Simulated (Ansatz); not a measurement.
# Manganese, beta-Sn type under m-r²SCAN: structure, energy and stiffness

Aim: take manganese in the beta-Sn type structure, relax it, solve it on a dense k-mesh, then scale the cell to 7 volumes from 88 to 112 % of the relaxed one and try a fit of the equation of state. The start is ferromagnetic. The k-meshes are 14×14×10 for the relaxation; 25×25×23 for the dense run; 17×17×16 for the volumes.

Program: Ansatz 0.2.0. Level of theory: DFT m-r2SCAN, plane waves (500 eV) with PAW, scalar-relativistic; PBE-made PAW files; m-r²SCAN is r²SCAN on the gauge-invariant kinetic-energy density. These are calculated values, not measurements.

### 1 The starting structure

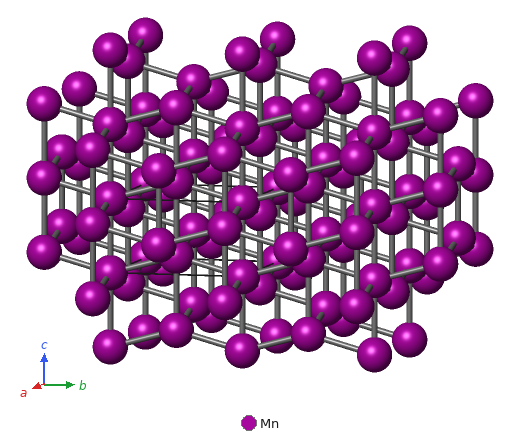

The structure, seen slightly off an axis (manganese purple). 1×2×2 conventional cells are drawn; the run uses a primitive one. Any atoms on the faces are drawn again on the opposite ones, and bonded neighbours outside are added.

As a file:

```xyz
2
Lattice="-2.2439 2.2439 1.2251 2.2439 -2.2439 1.2251 2.2439 2.2439 -1.2251" Properties=species:S:1:pos:R:3 pbc="T T T"
Mn    0.0000    0.0000    0.0000
Mn    0.0000    2.2439    0.6126
```

The atoms start with moments of +3 ×2 μB.

### 2 Relaxing cell and atoms

Contents of input.yaml:

```yaml
crystal:
  lattice:
    - [-2.2438589898, 2.2438589898, 1.2251470084]
    - [2.2438589898, -2.2438589898, 1.2251470084]
    - [2.2438589898, 2.2438589898, -1.2251470084]
  atoms:
    - { symbol: Mn, position: [0.0, 0.0, 0.0], spin: 3.0 }
    - { symbol: Mn, position: [0.75, 0.25, 0.5], spin: 3.0 }
hamiltonian:
  xc: mr2scan
  pseudopotentials:
    kind: paw
    azcp:
      Mn: "pseudopotentials/Mn.paw.azcp"
basis:
  ecutwfc: 500
  fft_grid_basis: typed
kpoints:
  mp_grid: { grid: [14, 14, 10], shift: [0, 0, 0] }
magnetization:
  spin_polarized: true
scf:
  occupations: { method: fermi_dirac, width: 0.05 }
relax:
  max_steps: 60
  f_tol: 0.01
  cell: {}
```

Run with:

```bash
> ansatz run input.yaml --threads 2 --pin off --max-ram 5120MiB --backend cpu --events-out ev --progress --plain --runs-dir out
```

The log of the run:

```text
Warning: crystal.symmetry: narrowed to the stabiliser of the k-point mesh — unitary ops 16 → 4; excluded 12 operations that carry a point of the 14×14×10 mesh (shift [0, 0, 0]) off the mesh (the run samples exactly the mesh kpoints.mp_grid names, as under crystal.symmetry.detect: false, and its converged state has the mesh's symmetry, not the crystal's; ε∞, the Born charges and the force constants of a linear response (`dielectric:` by the response, `phonons.method: dfpt`) are averaged over those of the crystal's operations that the state keeps within a tolerance, where `mesh_tensors`, `unaveraged_element` or `gamma_mean_max_change_ev_ang2` stands beside them; a row that `dielectric.field_direction` solves alone is averaged likewise, with nothing beside; a Γ-centred mesh of equal divisions is mapped onto itself by every operation and keeps the whole group, as does a half-shifted one under kpoints.further_shifts: images)
Warning: RAYON_NUM_THREADS=2 ignored (pool sized by the plan → 2); use --threads N
Engine: ansatz 0.2.0, aarch64-unknown-linux-gnu
Pseudopotentials: kind: paw
Pseudopotential: Mn, paw, valence charge 15, recommended cutoff 500 eV (meta_gga), <dir>
Functional definition: m-r2SCAN
  exchange = m_r2scan_x
  correlation = m_r2scan_c
Crystal: 2 atoms, lattice volume = 24.674 Å³
Basis set: ecut = 500 eV, 617 PW (Γ), exchange–correlation on 100×100×100 points (64 copies of the dense FFT grid, shifted against one another)
Bands: 22, of which v1, the nominal top of the filled ones, is band 15 counted from 1 (14 counted from 0)
Symmetry: 4 space group operations
k-points: 534 of 1960
Non-local potential: Mn, projectors of the file, l = 0: 3, l = 1: 2, l = 2: 3, l = 3: 1
PAW form: soft (Blöchl's): semilocal exchange-correlation on the pseudo side does not see the compensation charge
PAW frozen core: Mn, regenerated for the run's functional (the file was generated under x = pbe(κ = 0.804, μ = 0.2195149727645171), c = pbe(β = 0.06672455060314922))
PAW one-centre angular grid: Mn, 590 points (default); XC on 160 Gauss nodes
Initial density: superposition of atomic densities (chi_scale 0.1, normalization cell)
Starting moments: Σ|m| = 6 μB on 2 of 2 sites
Initial wavefunctions: pseudopotential atomic-orbital guess
Functional: x = mr2scan, c = mr2scan; τ floored in thin density (d = 2e-4 eV/Å³)
SCF iter   1: F=—  HF=-7803.464551 eV  |F-HF|=—  |Δ(HF+E_count)|=         —  Δρ=1.02e-1 (↑1.02e-1 ↓3.51e-2)  dr2=1.64e0  dr2_τ=2.31e-2  dr2_m=8.14e-1  M=4.739 μB ∫|m|=4.746 μB  β_m=1.00  ethr=3.10e-3  ⟨swp⟩=3.5  Hψ=84115  notcnv=0
Mixer restart at iter 1: flushing history
preconditioner: auto → none  [metal: Δε(μ)=0.000 eV  Ē_g=7.301 eV  σ=0.050 eV  W_gap=0.00  n_scr=8 (ndim 8)  ℏωp=28.0 eV  f_vac=0.000  D(μ)=3.45/eV (n_scr^D=52)  sad-step TF]
SCF iter   2: F=—  HF=-7803.036378 eV  |F-HF|=—  |Δ(HF+E_count)|=   4.28e-1  Δρ=1.80e-2 (↑1.66e-2 ↓1.80e-2)  dr2=1.97e-1  dr2_τ=6.33e-3  dr2_m=7.00e-3  M=4.518 μB ∫|m|=4.550 μB  β_m=1.00  ethr=3.10e-3  ⟨swp⟩=2.4  Hψ=43888  notcnv=0  defer=1155  κ⁻¹=1.0e0(r=1)
SCF iter   3: F=—  HF=-7807.218538 eV  |F-HF|=—  |Δ(HF+E_count)|=         —  Δρ=2.60e-1 (↑2.60e-1 ↓2.02e-1)  dr2=8.04e-1  dr2_τ=1.76e-1  dr2_m=1.19e1  M=0.184 μB ∫|m|=0.263 μB  β_m=1.00  ethr=6.57e-4  ⟨swp⟩=2.3  Hψ=38603  notcnv=0  defer=1155
Mixer restart at iter 3: flushing history
SCF iter   4: F=—  HF=-7807.567785 eV  |F-HF|=—  |Δ(HF+E_count)|=   3.49e-1  Δρ=2.08e-1 (↑2.08e-1 ↓4.25e-2)  dr2=6.79e0  dr2_τ=5.20e-2  dr2_m=2.86e0  M=2.179 μB ∫|m|=2.202 μB  β_m=0.30  ethr=1.67e-4  ⟨swp⟩=4.2  Hψ=66606  notcnv=0  defer=1170
SCF iter   5: F=—  HF=-7805.386326 eV  |F-HF|=—  |Δ(HF+E_count)|=    2.18e0  Δρ=7.27e-3 (↑7.27e-3 ↓6.24e-3)  dr2=9.64e-3  dr2_τ=2.06e-2  dr2_m=6.20e-3  M=0.715 μB ∫|m|=0.743 μB  β_m=1.00  ethr=1.67e-4  ⟨swp⟩=3.4  Hψ=69077  notcnv=0  defer=472  κ⁻¹=1.0e0(r=1)
SCF iter   6: F=—  HF=-7805.456473 eV  |F-HF|=—  |Δ(HF+E_count)|=   7.01e-2  Δρ=4.77e-3 (↑4.77e-3 ↓3.53e-3)  dr2=1.48e-2  dr2_τ=8.08e-5  dr2_m=4.02e-4  M=0.769 μB ∫|m|=0.783 μB  β_m=1.00  ethr=3.21e-5  ⟨swp⟩=2.3  Hψ=48441  notcnv=0  defer=287  κ⁻¹=1.6e-3(r=2)
SCF iter   7: F=—  HF=-7805.482730 eV  |F-HF|=—  |Δ(HF+E_count)|=   2.63e-2  Δρ=2.81e-3 (↑2.81e-3 ↓2.09e-3)  dr2=4.97e-3  dr2_τ=2.73e-5  dr2_m=1.06e-4  M=0.737 μB ∫|m|=0.747 μB  β_m=1.00  ethr=3.21e-5  ⟨swp⟩=1.9  Hψ=31773  notcnv=0  defer=287  κ⁻¹=8.1e-5(r=3)
SCF iter   8: F=—  HF=-7805.505615 eV  |F-HF|=—  |Δ(HF+E_count)|=   2.29e-2  Δρ=6.69e-4 (↑5.84e-4 ↓6.69e-4)  dr2=1.79e-4  dr2_τ=1.86e-6  dr2_m=1.41e-5  M=0.685 μB ∫|m|=0.693 μB  β_m=1.00  ethr=1.66e-5  ⟨swp⟩=2.0  Hψ=37257  notcnv=0  defer=287  κ⁻¹=6.3e-6(r=4)
SCF iter   9: F=—  HF=-7805.508058 eV  |F-HF|=—  |Δ(HF+E_count)|=   2.44e-3  Δρ=3.21e-4 (↑3.07e-4 ↓3.21e-4)  dr2=1.38e-5  dr2_τ=3.88e-7  dr2_m=6.90e-6  M=0.675 μB ∫|m|=0.683 μB  β_m=1.00  ethr=5.97e-7  ⟨swp⟩=2.2  Hψ=38771  notcnv=0  defer=287  κ⁻¹=3.2e-6(r=5)
SCF iter  10: F=—  HF=-7805.508410 eV  |F-HF|=—  |Δ(HF+E_count)|=   3.52e-4  Δρ=8.28e-4 (↑8.28e-4 ↓7.37e-4)  dr2=8.28e-6  dr2_τ=2.42e-6  dr2_m=1.30e-4  M=0.688 μB ∫|m|=0.697 μB  β_m=1.00  ethr=4.59e-8  ⟨swp⟩=2.0  Hψ=38233  notcnv=0  defer=287  κ⁻¹=4.0e-8(r=6)
SCF iter  11: F=—  HF=-7805.508311 eV  |F-HF|=—  |Δ(HF+E_count)|=   9.92e-5  Δρ=7.32e-4 (↑7.32e-4 ↓6.87e-4)  dr2=7.69e-6  dr2_τ=2.05e-6  dr2_m=1.05e-4  M=0.679 μB ∫|m|=0.688 μB  β_m=1.00  ethr=2.76e-8  ⟨swp⟩=1.7  Hψ=30409  notcnv=0  defer=287  κ⁻¹=1.7e-9(r=7)
SCF iter  12: F=—  HF=-7805.507916 eV  |F-HF|=—  |Δ(HF+E_count)|=   3.96e-4  Δρ=8.15e-4 (↑8.15e-4 ↓7.19e-4)  dr2=8.91e-6  dr2_τ=2.52e-6  dr2_m=1.24e-4  M=0.647 μB ∫|m|=0.656 μB  β_m=1.00  ethr=2.56e-8  ⟨swp⟩=2.0  Hψ=39664  notcnv=0  defer=287  κ⁻¹=1.5e-9(r=8)
SCF iter  13: F=—  HF=-7805.506402 eV  |F-HF|=—  |Δ(HF+E_count)|=   1.51e-3  Δρ=2.54e-3 (↑2.26e-3 ↓2.54e-3)  dr2=1.64e-5  dr2_τ=2.00e-5  dr2_m=1.29e-3  M=0.997 μB ∫|m|=1.010 μB  β_m=1.00  ethr=2.56e-8  ⟨swp⟩=3.0  Hψ=62834  notcnv=0  defer=287  κ⁻¹=6.0e-7(r=8)
SCF iter  14: F=—  HF=-7805.507476 eV  |F-HF|=—  |Δ(HF+E_count)|=   1.07e-3  Δρ=1.55e-3 (↑1.42e-3 ↓1.55e-3)  dr2=5.81e-6  dr2_τ=7.93e-6  dr2_m=4.95e-4  M=0.944 μB ∫|m|=0.956 μB  β_m=1.00  ethr=2.56e-8  ⟨swp⟩=2.2  Hψ=40805  notcnv=0  defer=287  κ⁻¹=2.7e-6(r=8)
SCF iter  15: F=—  HF=-7805.508394 eV  |F-HF|=—  |Δ(HF+E_count)|=   9.17e-4  Δρ=6.38e-4 (↑6.11e-4 ↓6.38e-4)  dr2=5.13e-7  dr2_τ=1.56e-6  dr2_m=8.76e-5  M=0.884 μB ∫|m|=0.896 μB  β_m=1.00  ethr=1.94e-8  ⟨swp⟩=2.4  Hψ=41542  notcnv=0  defer=287  κ⁻¹=4.9e-6(r=8)
SCF iter  16: F=—  HF=-7805.508938 eV  |F-HF|=—  |Δ(HF+E_count)|=   5.44e-4  Δρ=6.78e-5 (↑4.53e-5 ↓6.78e-5)  dr2=1.28e-7  dr2_τ=8.75e-9  dr2_m=6.71e-7  M=0.807 μB ∫|m|=0.818 μB  β_m=1.00  ethr=1.71e-9  ⟨swp⟩=3.0  Hψ=56840  notcnv=0  defer=287  κ⁻¹=8.9e-6(r=8)
SCF iter  17: F=—  HF=-7805.508910 eV  |F-HF|=—  |Δ(HF+E_count)|=   2.77e-5  Δρ=2.09e-4 (↑2.09e-4 ↓2.05e-4)  dr2=2.18e-8  dr2_τ=1.67e-7  dr2_m=9.67e-6  M=0.820 μB ∫|m|=0.831 μB  β_m=1.00  ethr=4.27e-10  ⟨swp⟩=2.9  Hψ=46636  notcnv=0  defer=286  κ⁻¹=4.0e-6(r=8)
SCF iter  18: F=—  HF=-7805.508958 eV  |F-HF|=—  |Δ(HF+E_count)|=   4.82e-5  Δρ=2.21e-5 (↑1.50e-5 ↓2.21e-5)  dr2=8.70e-9  dr2_τ=9.80e-10  dr2_m=7.33e-8  M=0.793 μB ∫|m|=0.803 μB  β_m=1.00  ethr=7.28e-11  ⟨swp⟩=3.2  Hψ=57959  notcnv=0  defer=286  κ⁻¹=2.2e-6(r=8)
SCF iter  19: F=—  HF=-7805.508958 eV  |F-HF|=—  |Δ(HF+E_count)|=   9.02e-8  Δρ=5.15e-6 (↑5.15e-6 ↓3.32e-6)  dr2=1.36e-9  dr2_τ=1.08e-10  dr2_m=2.93e-9  M=0.795 μB ∫|m|=0.805 μB  β_m=1.00  ethr=2.90e-11  ⟨swp⟩=2.2  Hψ=41021  notcnv=0  defer=286  κ⁻¹=3.1e-7(r=8)
SCF iter  20: F=—  HF=-7805.508958 eV  |F-HF|=—  |Δ(HF+E_count)|=   3.39e-7  Δρ=4.89e-5 (↑4.89e-5 ↓4.42e-5)  dr2=5.84e-9  dr2_τ=7.69e-9  dr2_m=4.88e-7  M=0.796 μB ∫|m|=0.806 μB  β_m=1.00  ethr=4.55e-12  ⟨swp⟩=1.6  Hψ=83689  notcnv=0  κ⁻¹=2.2e-7(r=8)
SCF iter  21: F=—  HF=-7805.508958 eV  |F-HF|=—  |Δ(HF+E_count)|=   6.05e-7  Δρ=1.85e-6 (↑9.87e-7 ↓1.85e-6)  dr2=5.26e-10  dr2_τ=7.65e-12  dr2_m=2.46e-10  M=0.793 μB ∫|m|=0.803 μB  β_m=1.00  ethr=4.55e-12  ⟨swp⟩=4.1  Hψ=75769  notcnv=0  κ⁻¹=1.2e-7(r=8)
SCF iter  22: F=—  HF=-7805.508958 eV  |F-HF|=—  |Δ(HF+E_count)|=   6.75e-9  Δρ=5.53e-6 (↑5.10e-6 ↓5.53e-6)  dr2=6.28e-11  dr2_τ=9.77e-11  dr2_m=6.38e-9  M=0.793 μB ∫|m|=0.804 μB  β_m=1.00  ethr=1.75e-12  ⟨swp⟩=2.0  Hψ=70280  notcnv=0  κ⁻¹=5.7e-8(r=8)
SCF iter  23: F=-7805.508958 eV  HF=-7805.508958 eV  |F-HF|=2.97e-10  |Δ(HF+E_count)|=   6.76e-9  Δρ=1.32e-6 (↑1.32e-6 ↓1.23e-6)  dr2=9.41e-12  dr2_τ=5.52e-12  dr2_m=3.57e-10  M=0.793 μB ∫|m|=0.803 μB  ethr=1.00e-12  ⟨swp⟩=3.0  Hψ=55906  notcnv=0
SCF 1 converged in 23 iterations: F = -7805.508958 eV  dr2 = 9.41e-12
relax step   1: F+E_penalty+E_count = -7805.50895815 eV  Δ(F+E_penalty+E_count) = +0.000e0 eV  max|allowed force component| = 3.578e-3 eV/Å  Δτ_max = 0.0000 Å  P = -19.569 GPa  Ω = 24.674 Å³  (23 SCF iters, dr2 threshold 1.00e-7 eV, accepted)
[... from here on, the SCF cycles and remarks between the steps are left out, and one step in 2 is shown ...]
relax step   2: F+E_penalty+E_count = -7805.65223512 eV  Δ(F+E_penalty+E_count) = -1.433e-1 eV  max|allowed force component| = 4.002e-3 eV/Å  Δτ_max = 0.0002 Å  P = -7.016 GPa  Ω = 23.032 Å³  energy of the carried Pulay correction = +6.863e-4 eV  (20 SCF iters, dr2 threshold 2.00e-7 eV, accepted)
relax step   4: F+E_penalty+E_count = -7805.67019402 eV  Δ(F+E_penalty+E_count) = -1.658e-3 eV  max|allowed force component| = 2.818e-3 eV/Å  Δτ_max = 0.0001 Å  P = +0.134 GPa  Ω = 22.355 Å³  energy of the carried Pulay correction = +9.776e-4 eV  (17 SCF iters, dr2 threshold 2.00e-7 eV, accepted)
relax step   6: F+E_penalty+E_count = -7805.79967920 eV  Δ(F+E_penalty+E_count) = -1.202e-1 eV  max|allowed force component| = 2.393e-3 eV/Å  Δτ_max = 0.0001 Å  P = -3.173 GPa  Ω = 22.509 Å³  energy of the carried Pulay correction = +9.063e-4 eV  (34 SCF iters, dr2 threshold 2.00e-7 eV, accepted)
relax step   8: F+E_penalty+E_count = -7806.32818920 eV  Δ(F+E_penalty+E_count) = -2.907e-1 eV  max|allowed force component| = 7.420e-3 eV/Å  Δτ_max = 0.0001 Å  P = -4.887 GPa  Ω = 22.066 Å³  energy of the carried Pulay correction = +1.104e-3 eV  (24 SCF iters, dr2 threshold 2.00e-7 eV, accepted)
relax step  10: F+E_penalty+E_count = -7806.71823747 eV  Δ(F+E_penalty+E_count) = -1.432e-1 eV  max|allowed force component| = 1.380e-2 eV/Å  Δτ_max = 0.0002 Å  P = +4.620 GPa  Ω = 20.856 Å³  energy of the carried Pulay correction = +1.673e-3 eV  (26 SCF iters, dr2 threshold 2.00e-7 eV, accepted)
relax step  12: F+E_penalty+E_count = -7806.74470139 eV  Δ(F+E_penalty+E_count) = -1.942e-3 eV  max|allowed force component| = 4.867e-2 eV/Å  Δτ_max = 0.0051 Å  P = +0.389 GPa  Ω = 21.046 Å³  energy of the carried Pulay correction = +1.566e-3 eV  (11 SCF iters, dr2 threshold 2.00e-7 eV, accepted)
relax step  14: F+E_penalty+E_count = -7806.74740285 eV  Δ(F+E_penalty+E_count) = -2.921e-4 eV  max|allowed force component| = 4.209e-3 eV/Å  Δτ_max = 0.0018 Å  P = +0.113 GPa  Ω = 21.060 Å³  energy of the carried Pulay correction = +1.554e-3 eV  (17 SCF iters, dr2 threshold 2.00e-7 eV, accepted)
relax step  16: F+E_penalty+E_count = -7806.75218893 eV  Δ(F+E_penalty+E_count) = -4.778e-3 eV  max|allowed force component| = 2.565e-5 eV/Å  Δτ_max = 0.0000 Å  P = +0.346 GPa  Ω = 21.069 Å³  stress off target by 1.11e0 GPa  SCF on the basis re-selected at this cell (its energy is not comparable with the rows above)  (11 SCF iters)
relax step  18: F+E_penalty+E_count = -7806.75239843 eV  Δ(F+E_penalty+E_count) = -2.593e-6 eV  max|allowed force component| = 2.180e-4 eV/Å  Δτ_max = 0.0001 Å  P = +0.007 GPa  Ω = 21.089 Å³  energy of the carried Pulay correction = -9.630e-6 eV  (14 SCF iters, dr2 threshold 1.16e-8 eV, accepted)
relax step  19: F+E_penalty+E_count = -7806.75240875 eV  Δ(F+E_penalty+E_count) = -1.032e-5 eV  max|allowed force component| = 2.177e-4 eV/Å  Δτ_max = 0.0000 Å  P = +0.008 GPa  Ω = 21.089 Å³  stress off target by 9.91e-3 GPa  SCF on the basis re-selected at this cell (its energy is not comparable with the rows above)  (9 SCF iters)
[... 1 line left out ...]
SCF converged after 9 iterations
Stability not checked: this state was not tested for a lower state beside it, because the mixer in use, unlike msr1, does not test its closes by its own steps (another_mixer; see scf.mixing.algorithm and scf.lower_state_search)
Magnetization: 0.0000 μB (15.0000 up, 15.0000 down)
Absolute magnetization: 0.0000 μB (∫|ρ↑−ρ↓|, with the PAW one-centre terms)
Spin contamination: 0.0000 ħ² per cell (⟨S²⟩ above its minimum at these occupations)
Per-site moments (μB) at R_I (Å): [(1.5226664179209113e-7, 0.9702407134403962), (1.522666418574499e-7, 0.9702407134403962)]
Free energy (F): -7806.752409 eV
Harris-Foulkes:  -7806.752409 eV  (|F-HF|=0.00e0)
Internal energy: -7806.724300 eV  (E = F + TS)
E sigma→0 (E₀):  -7806.738354 eV
Entropy (-TS):   -0.028109 eV (-14.054 meV/atom)
Fermi energy:    20.915857 eV
--- Per-component energies (eV) ---
  E_band       = -341.095170
  E_kinetic    = 618.634335
  E_local      = -3092.621625  (includes V_loc(G=0)·N_el)
  E_nonlocal   = 474.617281
  E_hartree    = 1290.607216
  E_xc         = -224.222276
  E_vxc        = -330.722052  (∫ρ·V_xc dr)
  E_paw        = -2611.397359  (= ΣΔE_a)
  E_vpaw       = -615.021202  (= ΣTr[D̂ρ^β])
  E_aug_tail   = -0.000009  (compensation charges beyond the density's cutoff)
  E_vtau       = 22.803528  (kinetic-family band-sum trace: ∫τ·v_τ [+ j·A + Jᵃ·Aᵃ] dr)
  E_ewald      = -4261.775777
  E_core_change = -0.566086  (= ΣΔE_core)
  E_smearing   = -0.028109  (= −TS)
  E_closure    = 0.000000  (closes the sum)
  Σ components = -7806.752409   (vs F -7806.752409, Δ=0.00e0)
--- Forces (eV/Å), atoms counted from 1 ---
  atom   1  Mn     0.00021768    -0.00021768     0.00000000
  atom   2  Mn    -0.00021768     0.00021768    -0.00000000
  max |Σ_I F_I| component: 0.00e0 eV/Å
--- Stress (GPa, compression-positive) ---
        0.007023       0.000625      -0.001151
        0.000625       0.007023      -0.001151
       -0.001151      -0.001151       0.008743
  P = ⅓ Tr σ = 0.0076 GPa (0.076 kbar)
--- Relaxed structure (17 steps of the walk, 17 accepted, 2 SCFs on fresh bases) ---
  F+E_penalty+E_count = -7806.75240875 eV   max|allowed force component| = 2.177e-4 eV/Å   (the final SCF, on the basis selected at the relaxed cell)
  cell:  # Å, volume = 21.0890 Å³
    - [-2.7985947656848715, 2.799548424163401, 1.180239922404307]
    - [2.799548424163401, -2.7985947656848715, 1.180239922404307]
    - [1.5954432589380791, 1.5954432589380791, -1.178493295154209]
  atoms:
    - { symbol: Mn, position: [0.00013644063894516358, -0.00013644063894516342, 1.355252313553976e-19] }
    - { symbol: Mn, position: [0.749863559361055, 0.250136440638945, 0.5000000000000001] }
```

It took 22 min on 2 threads of Arm Neoverse V1, shared host; peak memory 0.87 GiB.

Relaxation path:

| step | energy change (meV/atom) | largest force (eV/Å) | pressure (GPa) | volume (Å³/atom) |
| --- | --- | --- | --- | --- |
| 1 | 0.00 | 0.0036 | -19.57 | 12.337 |
| 2 | -71.64 | 0.0040 | -7.02 | 11.516 |
| 3 | -79.79 | 0.0030 | 2.49 | 11.078 |
| 4 | -80.62 | 0.0028 | 0.13 | 11.178 |
| 5 | -85.27 | 0.0017 | -0.62 | 11.206 |
| 6 | -145.36 | 0.0024 | -3.17 | 11.255 |
| 7 | -264.26 | 0.0025 | -4.04 | 11.159 |
| 8 | -409.62 | 0.0074 | -4.89 | 11.033 |
| 9 | -533.06 | 0.0068 | 0.11 | 10.691 |
| 10 | -604.64 | 0.0138 | 4.62 | 10.428 |
| 11 | -616.90 | 0.0073 | 0.50 | 10.521 |
| 12 | -617.87 | 0.0487 | 0.39 | 10.523 |
| 13 | -619.08 | 0.0161 | -0.64 | 10.558 |
| 14 | -619.22 | 0.0042 | 0.11 | 10.530 |
| 15 | -619.23 | 0.0000 | 0.00 | 10.534 |
| 16 | -621.62 | 0.0000 | 0.35 | 10.534 |
| 17 | -621.72 | 0.0011 | -0.06 | 10.547 |
| 18 | -621.72 | 0.0002 | 0.01 | 10.544 |
| 19 | -621.73 | 0.0002 | 0.01 | 10.544 |

Steps that repeat a cell are solved on a basis chosen anew, so their changes of energy are no gain of the relaxation.

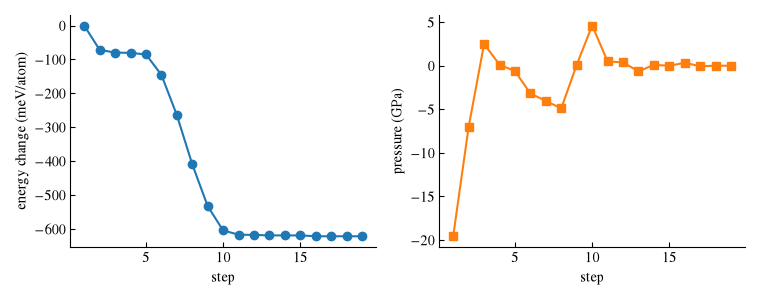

Energy and pressure over the accepted steps.

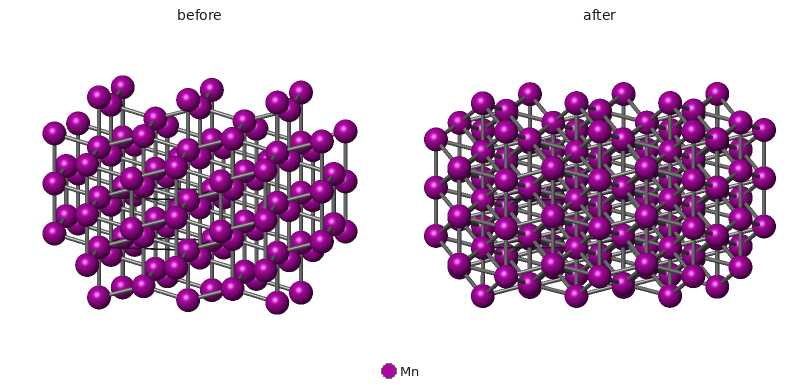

The structure before (left) and after (right), drawn at the same scale. The cells drawn are those of the first picture.

The cell of the run, before and after:

|  | before | after | change |
| --- | --- | --- | --- |
| a (Å) | 3.402 | 4.131 | +21.4 % |
| b (Å) | 3.402 | 4.131 | +21.4 % |
| c (Å) | 3.402 | 2.546 | -25.2 % |
| α (°) | 97.45 | 97.59 | +0.1 % |
| β (°) | 97.45 | 97.59 | +0.1 % |
| γ (°) | 137.78 | 146.80 | +6.5 % |
| volume (Å³/atom) | 12.337 | 10.544 | -14.5 % |
| shortest distance (Å) | 2.326 | 2.352 | +1.1 % |
| space group (spins left aside) | I4_1/amd | Fddd | changed |

[end of part 1 of 2]
